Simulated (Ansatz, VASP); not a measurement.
# ZnSe (Stilleite): VASP beside Ansatz

Wanted: the spread between two codes on one cell, functional and k mesh. Valence electrons are named where the data sets of a main pair hold unlike numbers.

Main program and level: Ansatz 0.2.0; plane waves, with VASP 6.6.1 beside it; band structure at LDA, spin-orbit coupling.

**1. The starting structure**

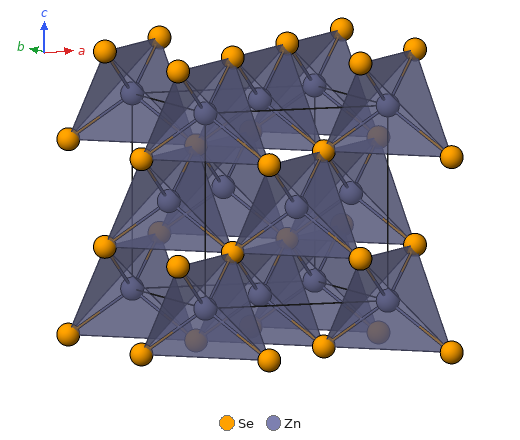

The starting structure, seen slightly off an axis (selenium orange, zinc blue). This picture shows the conventional cell, with its axes. Some periodic images of atoms are drawn too.

**2. VASP: band structure, LDA, spin-orbit coupling**

Levels along a path test the potential and the projectors away from the mesh points.

Lines of VASP's logs that name or quote its potential files are left out, and so is its time.

File INCAR:

```
SYSTEM = ZnSe
PREC = Accurate
ENCUT = 430
EDIFF = 1E-08
NELM = 100
ISMEAR = 0
SIGMA = 0.01
LREAL = .FALSE.
ALGO = Normal
GGA = CA
LNONCOLLINEAR = .TRUE.
MAGMOM = 0 0 0 0 0 0
NBANDS = 38
GGA_COMPAT = .FALSE.
LASPH = .TRUE.
LSORBIT = .TRUE.
LORBIT = 11
LWAVE = .TRUE.
LCHARG = .FALSE.
KPAR = 8
```

File POSCAR:

```
ZnSe
1.0
    0.0000000000      2.8338000000      2.8338000000
    2.8338000000      0.0000000000      2.8338000000
    2.8338000000      2.8338000000      0.0000000000
Se Zn
1 1
Direct
    0.7500000000      0.7500000000      0.7500000000
    0.0000000000      0.0000000000      0.0000000000
```

File KPOINTS:

```
Automatic mesh
0
Gamma
4 4 4
0 0 0
```

File KPOINTS_OPT:

```
Line mode
12
Line-mode
Reciprocal
  0.00000000   0.00000000   0.00000000 GAMMA
  0.50000000   0.00000000   0.50000000 X

  0.50000000   0.00000000   0.50000000 X
  0.50000000   0.25000000   0.75000000 W

  0.50000000   0.25000000   0.75000000 W
  0.37500000   0.37500000   0.75000000 K

  0.37500000   0.37500000   0.75000000 K
  0.00000000   0.00000000   0.00000000 GAMMA

  0.00000000   0.00000000   0.00000000 GAMMA
  0.50000000   0.50000000   0.50000000 L

  0.50000000   0.50000000   0.50000000 L
  0.62500000   0.25000000   0.62500000 U

  0.62500000   0.25000000   0.62500000 U
  0.50000000   0.25000000   0.75000000 W

  0.50000000   0.25000000   0.75000000 W
  0.50000000   0.50000000   0.50000000 L

  0.50000000   0.50000000   0.50000000 L
  0.37500000   0.37500000   0.75000000 K

  0.62500000   0.25000000   0.62500000 U
  0.50000000   0.00000000   0.50000000 X
```

PAW data sets: Se_GW and Zn_sv_GW (LDA family, release 64).

Started as:

```sh
$ mpirun -np 8 vasp_ncl
```

Numbers of over 12 decimals in the logs are rounded to 6 here.

What it wrote:

```text
[banner, memory and clock lines left out]
running    8 mpi-ranks, on    1 nodes
 distrk:  each k-point on    1 cores,    8 groups
 distr:  one band on    1 cores,    1 groups

 POSCAR found type information on POSCAR SeZn
 POSCAR found :  2 types and       2 ions
|                                                                             |
|           W    W    AA    RRRRR   N    N  II  N    N   GGGG   !!!           |
|           W    W   A  A   R    R  NN   N  II  NN   N  G    G  !!!           |
|           W    W  A    A  R    R  N N  N  II  N N  N  G       !!!           |
|           W WW W  AAAAAA  RRRRR   N  N N  II  N  N N  G  GGG   !            |
|           WW  WW  A    A  R   R   N   NN  II  N   NN  G    G                |
|           W    W  A    A  R    R  N    N  II  N    N   GGGG   !!!           |
|                                                                             |
|     For optimal performance we recommend to set                             |
|       NCORE = 2 up to number-of-cores-per-socket                            |
|     NCORE specifies how many cores store one orbital (NPAR=cpu/NCORE).      |
|     This setting can greatly improve the performance of VASP for DFT.       |
|     The default, NCORE=1 might be grossly inefficient on modern             |
|     multi-core architectures or massively parallel machines. Do your        |
|     Unfortunately you need to use the default for GW and RPA                |
|     calculations (for HF NCORE is supported but not extensively tested      |
|     yet).                                                                   |
|                                                                             |

 LDA part: xc-table for (Slater(with rela. corr.)+CA(PZ))
 , standard interpolation
 POSCAR, INCAR and KPOINTS ok, starting setup
 FFT: planning ... GRIDC
 FFT: planning ... GRID_SOFT
 FFT: planning ... GRID
 WAVECAR not read
 entering main loop
       N       E                     dE             d eps       ncg     rms          rms(c)
DAV:   1     0.332369273315E+03    0.33237E+03   -0.13606E+04  1322   0.403E+03
DAV:   2     0.253342906720E+02   -0.30703E+03   -0.29131E+03  1456   0.118E+03
DAV:   3    -0.642598133137E+01   -0.31760E+02   -0.31580E+02  1464   0.352E+02
DAV:   4    -0.761982011158E+01   -0.11938E+01   -0.11929E+01  1364   0.457E+01
DAV:   5    -0.767496967985E+01   -0.55150E-01   -0.55140E-01  1224   0.167E+01    0.258E+00
DAV:   6    -0.737442932179E+01    0.30054E+00   -0.63644E-01  1400   0.977E+01    0.129E+00
DAV:   7    -0.734328677364E+01    0.31143E-01   -0.34491E-01  1224   0.286E+01    0.580E-01
DAV:   8    -0.733832508147E+01    0.49617E-02   -0.13386E-02  1464   0.934E+00    0.291E-01
DAV:   9    -0.733716027173E+01    0.11648E-02   -0.27181E-03  1248   0.715E-01    0.390E-02
DAV:  10    -0.733715205983E+01    0.82119E-05   -0.19942E-04  1468   0.434E-01    0.244E-02
DAV:  11    -0.733715230993E+01   -0.25010E-06   -0.75659E-06  1284   0.529E-02    0.965E-03
DAV:  12    -0.733715330954E+01   -0.99961E-06   -0.10904E-06  1280   0.372E-02    0.182E-03
DAV:  13    -0.733715336824E+01   -0.58698E-07   -0.26894E-07  1368   0.416E-02    0.960E-04
DAV:  14    -0.733715335552E+01    0.12717E-07   -0.81493E-08  1188   0.250E-02    0.152E-04
DAV:  15    -0.733715335537E+01    0.14643E-09   -0.10891E-09   528   0.255E-03
   1 F= -.73371534E+01 E0= -.73371534E+01  d E =-.223930E-86  mag=     0.0000    -0.0000    -0.0000
 Start KPOINTS_OPT (optional k-point list driver)
k-point batch [1-10\120]
       N       E                     dE             ncg
DAV:   1    -0.411755276098E+04   -0.69577E+04     1344
DAV:   2    -0.723401267764E+04   -0.31165E+04     1456
DAV:   3    -0.756258805501E+04   -0.32858E+03     1488
DAV:   4    -0.757455012284E+04   -0.11962E+02     1352
DAV:   5    -0.757515454322E+04   -0.60442E+00     1264
DAV:   6    -0.757519971367E+04   -0.45170E-01     1400
DAV:   7    -0.757520109066E+04   -0.13770E-02     1232
DAV:   8    -0.757520132870E+04   -0.23804E-03     1408
DAV:   9    -0.757520133440E+04   -0.56914E-05     1232
DAV:  10    -0.757520133528E+04   -0.88828E-06     1256
DAV:  11    -0.757520133532E+04   -0.34738E-07      912
DAV:  12    -0.757520133532E+04   -0.38171E-08      672
[...]
k-point batch [111-120\120]
       N       E                     dE             ncg
DAV:   1    -0.428289622288E+04   -0.12797E+05     1322
DAV:   2    -0.731692980484E+04   -0.30340E+04     1448
DAV:   3    -0.763901523931E+04   -0.32209E+03     1432
DAV:   4    -0.765328442920E+04   -0.14269E+02     1408
DAV:   5    -0.765399038555E+04   -0.70596E+00     1232
DAV:   6    -0.765406091268E+04   -0.70527E-01     1392
DAV:   7    -0.765406302240E+04   -0.21097E-02     1208
DAV:   8    -0.765406338950E+04   -0.36711E-03     1376
DAV:   9    -0.765406339994E+04   -0.10440E-04     1208
DAV:  10    -0.765406340162E+04   -0.16785E-05     1304
DAV:  11    -0.765406340169E+04   -0.68869E-07      936
DAV:  12    -0.765406340170E+04   -0.10808E-07      928
DAV:  13    -0.765406340170E+04   -0.16462E-08      760
 writing wavefunctions
```

Parts of OUTCAR (step 2):

```text
ion  position               nearest neighbor table
   1  0.750  0.750  0.750-   2 2.45   2 2.45   2 2.45   2 2.45
   2  0.000  0.000  0.000-   1 2.45   1 2.45   1 2.45   1 2.45

  LATTYP: Found a face centered cubic cell.
 ALAT       =     5.6676000000

 Subroutine GETGRP returns: Found 24 space group operations
 (whereof 24 operations were pure point group operations)

The static configuration has the point symmetry T_d .

 Found     10 irreducible k-points:

   k-points           NKPTS =     10   k-points in BZ     NKDIM =     10   number of bands    NBANDS=     38

   dimension x,y,z NGX =    28 NGY =   28 NGZ =   28
   dimension x,y,z NGXF=    56 NGYF=   56 NGZF=   56

   ENCUT  =  430.0 eV  31.60 Ry    5.62 a.u.   6.78  6.78  6.78*2*pi/ulx,y,z

   NELECT =      26.0000    total number of electrons

 k-points in reciprocal lattice and weights: Automatic mesh
   0.00000000  0.00000000  0.00000000       0.016
   0.25000000  0.00000000  0.00000000       0.062
  -0.25000000  0.00000000  0.00000000       0.062
   0.50000000  0.00000000  0.00000000       0.062
   0.25000000  0.25000000  0.00000000       0.094
   0.50000000  0.25000000  0.00000000       0.188
   0.50000000 -0.25000000  0.00000000       0.188
  -0.25000000  0.25000000  0.00000000       0.188
   0.50000000  0.50000000  0.00000000       0.047
  -0.25000000  0.50000000  0.25000000       0.094

 average (electrostatic) potential at core
       1 -61.1856       2 -80.6283

 E-fermi :   2.7376

 k-point     1 :       0.0000    0.0000    0.0000
  band No.  band energies     occupation
    ...
     22       2.2058      1.00000
     23       2.5995      1.00000
     24       2.5995      1.00000
     25       2.5995      1.00000
     26       2.5995      1.00000
     27       3.4992      0.00000
     28       3.4992      0.00000
     29       8.0414      0.00000
     30       8.0414      0.00000
     31       8.1925      0.00000
    ...

 k-point     2 :       0.2500    0.0000    0.0000
  band No.  band energies     occupation
    ...
     22      -0.6654      1.00000
     23       1.8621      1.00000
     24       1.8621      1.00000
     25       2.0997      1.00000
     26       2.1126      1.00000
     27       5.0138      0.00000
     28       5.0138      0.00000
     29       8.7262      0.00000
     30       8.7262      0.00000
     31       8.8255      0.00000
    ...

 k-point     3 :      -0.2500    0.0000    0.0000
  band No.  band energies     occupation
    ...
     22      -0.6654      1.00000
     23       1.8621      1.00000
     24       1.8621      1.00000
     25       2.0997      1.00000
     26       2.1126      1.00000
     27       5.0138      0.00000
     28       5.0138      0.00000
     29       8.7262      0.00000
     30       8.7262      0.00000
     31       8.8255      0.00000
    ...

  Total       -0.9066654     -0.9066654     -0.9066654     -0.0000000      0.0000000     -0.0000000
  in kB      -31.9168526    -31.9168526    -31.9168526     -0.0000000      0.0000000     -0.0000000
  external PRESSURE =     -31.9168526 kB  Pullay stress =       0.0000000 kB

  energy-cutoff  :      430.00
  volume of cell :       45.51
      direct lattice vectors                 reciprocal lattice vectors
     0.000000000  2.833800000  2.833800000    -0.176441527  0.176441527  0.176441527
     2.833800000  0.000000000  2.833800000     0.176441527 -0.176441527  0.176441527
     2.833800000  2.833800000  0.000000000     0.176441527  0.176441527 -0.176441527

 POSITION                                       TOTAL-FORCE (eV/Angst)
 -----------------------------------------------------------------------------------
      4.25070      4.25070      4.25070         0.000000      0.000000      0.000000
      0.00000      0.00000      0.00000        -0.000000     -0.000000     -0.000000
 -----------------------------------------------------------------------------------
    total drift:                                0.000001      0.000001      0.000001

  FREE ENERGIE OF THE ION-ELECTRON SYSTEM (eV)
  ---------------------------------------------------
  free  energy   TOTEN  =        -7.3371533554 eV

  energy  without entropy=       -7.3371533554  energy(sigma->0) =       -7.33715336

 Spin-Orbit-Coupling matrix elements
 Ion:    1  E_soc:     -0.0456772
 Ion:    2  E_soc:     -0.1344062

 total charge
# of ion       s       p       d       f       tot
--------------------------------------------------
    1        1.423   2.386   0.029   0.000   3.838
    2        2.301   6.196   9.452   0.002  17.951
--------------------------------------------------
tot          3.724   8.582   9.481   0.002  21.789

 magnetization (x)
# of ion       s       p       d       f       tot
--------------------------------------------------
    1       -0.000  -0.000  -0.000   0.000  -0.000
    2        0.000  -0.000   0.000   0.000  -0.000
--------------------------------------------------
tot         -0.000  -0.000   0.000   0.000  -0.000

 magnetization (y)
# of ion       s       p       d       f       tot
--------------------------------------------------
    1        0.000   0.000  -0.000   0.000   0.000
    2        0.000  -0.000   0.000   0.000  -0.000
--------------------------------------------------
tot          0.000  -0.000  -0.000   0.000  -0.000

 magnetization (z)
# of ion       s       p       d       f       tot
--------------------------------------------------
    1       -0.000  -0.000  -0.000   0.000  -0.000
    2       -0.000  -0.000   0.000   0.000  -0.000
--------------------------------------------------
tot         -0.000  -0.000   0.000   0.000  -0.000

[... 3 further parts left out ...]
```

The run ends at a pressure of -3.19 GPa.

(Continued in part 2 of 2.)

[Lines on the potential files, build, host, timing and source positions are cut from VASP's logs without a mark.]

[Logs are printed without paths, hosts, clocks, repeated set-up lines and the standing remarks that a program may print on its own settings, such as how far it seeks lower states.]

[Hosts, paths, dates, database ids (printed as entryN), source tags and the programs' standing remarks are cut or masked in the printed files.]
